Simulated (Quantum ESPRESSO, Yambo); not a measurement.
# CdF2 (Fm-3m): G0W0 in Yambo against the screening cutoff, part 2 of 2

Wanted: the cheapest screening cutoff that holds the gap of CdF2 (Fm-3m).

Yambo 5.3.0; PBE and many-body steps on it, plane waves. Known limits of the many-body steps: not at the basis limit; d shell near the gap, gap tends to lie low; no spin-orbit coupling; coarse k mesh.

So far. Step 2 (3.25 Ha): The gap on the mesh goes from 3.12 eV to 5.30 eV, a correction of +2.18 eV. Step 3 (5.25 Ha): Against the run before, the gap moves by +0.011 eV.

## 4. 10.5 Ha

Level of this step: G0W0 on PBE, plane waves, norm-conserving pseudopotentials (Yambo).

gw9.in reads:

```
HF_and_locXC
gw0
dyson
ppa
em1d
rim_cut
RandQpts= 1000000
RandGvec= 1 RL
EXXRLvcs= 94 Ry
VXCRLvcs= 376 Ry
Chimod= "HARTREE"
% BndsRnXp
 1 | 133 |
%
NGsBlkXp= 21 Ry
% LongDrXp
 1 | 1 | 1 |
%
% GbndRnge
 1 | 133 |
%
DysSolver= "n"
ExtendOut
PPAPntXp= 27.21138 eV
% QPkrange
 8 | 8 | 16 | 19 |
 1 | 1 | 16 | 19 |
%
```

On the command line:

```sh
> OMP_NUM_THREADS=1 mpirun -n 8 yambo -F gw9.in -J gw9 -C gw9 > gw9.log
```

Output:

```text
 Yambo, version 5.3.0

 [02] CORE Variables Setup
 =========================

  [... cell, symmetries and grids as in the set-up ...]

  [02.05] Energies & Occupations
  ==============================

  [X] === General ===
  [X] Electronic Temperature                        :  0.000000  0.000000 [eV K]
  [X] Bosonic    Temperature                        :  0.000000  0.000000 [eV K]
  [X] Finite Temperature mode                       : no
  [X] El. density                                   :  0.86947E+24 [cm-3]
[...]
QP @ state[ 1 ] b range                          :  16  19
   QP @ state[ 2 ] K range                          :   8   8
   QP @ state[ 2 ] b range                          :  16  19
   GF energies kind                                 : Perdew, Burke & Ernzerhof(X)+Perdew, Burke & Ernzerhof(C)
   GF WF`s kind                                     : Perdew, Burke & Ernzerhof(X)+Perdew, Burke & Ernzerhof(C)
   Xs energies kind                                 : Perdew, Burke & Ernzerhof(X)+Perdew, Burke & Ernzerhof(C)
   Xs WF`s kind                                     : Perdew, Burke & Ernzerhof(X)+Perdew, Burke & Ernzerhof(C)

 [11] Game Over & Game summary
```

Elapsed: 2 min, on 8 MPI ranks of Arm Neoverse V2, shared host; peak memory 3.4 GiB.

Numbers from this step:

| Property | Result |
| --- | --- |
| G0W0 gap on the points computed | 5.366 eV |
| starting gap on the mesh | 3.124 eV |
| k of the valence top | 0.25, -0.5, -0.25 |
| k of the conduction bottom | 0, 0, 0 |
| least direct G0W0 gap on the computed points | 6.127 eV |

Against the run before, the gap moves by +0.055 eV.

## 5. 13 Ha

gw10.in, as its differences from gw9.in of step 4:

```diff
@@ -14,3 +14,3 @@
 %
-NGsBlkXp= 21 Ry
+NGsBlkXp= 26 Ry
 % LongDrXp
```

On the command line:

```sh
> OMP_NUM_THREADS=1 mpirun -n 8 yambo -F gw10.in -J gw10 -C gw10 > gw10.log
```

Output:

```text
 Yambo, version 5.3.0

 [02] CORE Variables Setup
 =========================

  [... cell, symmetries and grids as in the set-up ...]

  [02.05] Energies & Occupations
  ==============================

  [X] === General ===
  [X] Electronic Temperature                        :  0.000000  0.000000 [eV K]
  [X] Bosonic    Temperature                        :  0.000000  0.000000 [eV K]
  [X] Finite Temperature mode                       : no
  [X] El. density                                   :  0.86947E+24 [cm-3]
[...]
QP @ state[ 1 ] b range                          :  16  19
   QP @ state[ 2 ] K range                          :   8   8
   QP @ state[ 2 ] b range                          :  16  19
   GF energies kind                                 : Perdew, Burke & Ernzerhof(X)+Perdew, Burke & Ernzerhof(C)
   GF WF`s kind                                     : Perdew, Burke & Ernzerhof(X)+Perdew, Burke & Ernzerhof(C)
   Xs energies kind                                 : Perdew, Burke & Ernzerhof(X)+Perdew, Burke & Ernzerhof(C)
   Xs WF`s kind                                     : Perdew, Burke & Ernzerhof(X)+Perdew, Burke & Ernzerhof(C)

 [11] Game Over & Game summary
```

Run time: 3.7 min. Hardware: 8 MPI ranks; peak memory 3.4 GiB; 30 min of CPU time.

Numbers from this step:

* G0W0 gap on the points computed: 5.376 eV
* starting gap on the mesh: 3.124 eV
* k of the valence top: 0.25, -0.5, -0.25
* k of the conduction bottom: 0, 0, 0
* least direct G0W0 gap on the computed points: 6.137 eV

Against the run before, the gap moves by +0.010 eV.

## 6. 16.25 Ha

gw11.in, as its differences from gw10.in of step 5:

```diff
@@ -14,3 +14,3 @@
 %
-NGsBlkXp= 26 Ry
+NGsBlkXp= 32.5 Ry
 % LongDrXp
```

On the command line:

```sh
> OMP_NUM_THREADS=1 mpirun -n 8 yambo -F gw11.in -J gw11 -C gw11 > gw11.log
```

Output:

```text
 Yambo, version 5.3.0

 [02] CORE Variables Setup
 =========================

  [... cell, symmetries and grids as in the set-up ...]

  [02.05] Energies & Occupations
  ==============================

  [X] === General ===
  [X] Electronic Temperature                        :  0.000000  0.000000 [eV K]
  [X] Bosonic    Temperature                        :  0.000000  0.000000 [eV K]
  [X] Finite Temperature mode                       : no
  [X] El. density                                   :  0.86947E+24 [cm-3]
[...]
QP @ state[ 1 ] b range                          :  16  19
   QP @ state[ 2 ] K range                          :   8   8
   QP @ state[ 2 ] b range                          :  16  19
   GF energies kind                                 : Perdew, Burke & Ernzerhof(X)+Perdew, Burke & Ernzerhof(C)
   GF WF`s kind                                     : Perdew, Burke & Ernzerhof(X)+Perdew, Burke & Ernzerhof(C)
   Xs energies kind                                 : Perdew, Burke & Ernzerhof(X)+Perdew, Burke & Ernzerhof(C)
   Xs WF`s kind                                     : Perdew, Burke & Ernzerhof(X)+Perdew, Burke & Ernzerhof(C)

 [11] Game Over & Game summary
```

Wall time 6.7 min (8 MPI ranks); peak memory 3.4 GiB; 53 min of CPU time.

This step gave:

```
G0W0 gap on the points computed              : 5.382 eV
starting gap on the mesh                     : 3.124 eV
k of the valence top                         : 0.25, -0.5, -0.25
k of the conduction bottom                   : 0, 0, 0
least direct G0W0 gap on the computed points : 6.145 eV
```

Against the run before, the gap moves by +0.006 eV.

## 7. The runs together

Times are wall times on 8 MPI ranks of Arm Neoverse V2, shared host, good to a factor of about two.

```
     run   mesh  bands  screening cutoff (eV)  DFT gap (eV)  gap on the mesh (eV)  direct (eV)     time
 3.25 Ha  4×4×4    133                   88.4         3.124                 5.301        6.051     31 s
 5.25 Ha  4×4×4    133                  142.9         3.124                 5.312        6.071     42 s
 10.5 Ha  4×4×4    133                  285.7         3.124                 5.366        6.127    2 min
   13 Ha  4×4×4    133                  353.7         3.124                 5.376        6.137  3.7 min
16.25 Ha  4×4×4    133                  442.2         3.124                 5.382        6.145  6.7 min
```

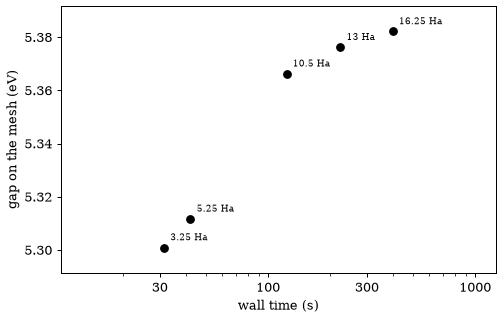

Result against wall time.

## 8. Outcome

| Quantity | Value |
| --- | --- |
| 3.25 Ha | 5.301 eV |
| 5.25 Ha | 5.312 eV |
| 10.5 Ha | 5.366 eV |
| 13 Ha | 5.376 eV |
| 16.25 Ha | 5.382 eV |
| known limits | not at the basis limit; d shell near the gap, gap tends to lie low; no spin-orbit coupling; coarse k mesh |

**Reading.** The setting moved: screening cutoff. From 3.25 Ha to 16.25 Ha the gap moves by +0.08 eV, for 13 times the time. It holds to 0.03 eV from 10.5 Ha on. Bands and screening cutoff are coupled, so a series along one setting does not show full convergence. Bands and cutoff are finite, so the gap is not at the basis limit. The miss can reach some tenths of an eV and take either sign; the mesh is an error of its own. In the G0W0 runs levels were corrected at 2 k points alone, so a gap called «on the mesh» is the least over those, and an edge elsewhere would be missed. The 4×4×4 mesh is coarse for this cell, which bears on the long-range parts of exchange and screening. A d shell, filled or nearly so, lies near the gap. One-shot GW converges very slowly in bands there, not always from below, and on a semilocal start the gap tends to come out low; starts rich in exact exchange can overshoot instead. The many-body steps are scalar-relativistic: spin-orbit coupling is not in them.

[Paths, hosts, dates, memory and timing lines, banners, echoed tables and standing remarks are left out of the program output.]

[Logs are printed without paths, hosts, clocks, repeated set-up lines and the standing remarks that a program may print on its own settings, such as how far it seeks lower states.]

[Runs of the session that timed out or met a known fault of the program may be left out.]

[Hosts, paths, dates, database ids (printed as entryN), source tags and the programs' standing remarks are cut or masked in the printed files.]
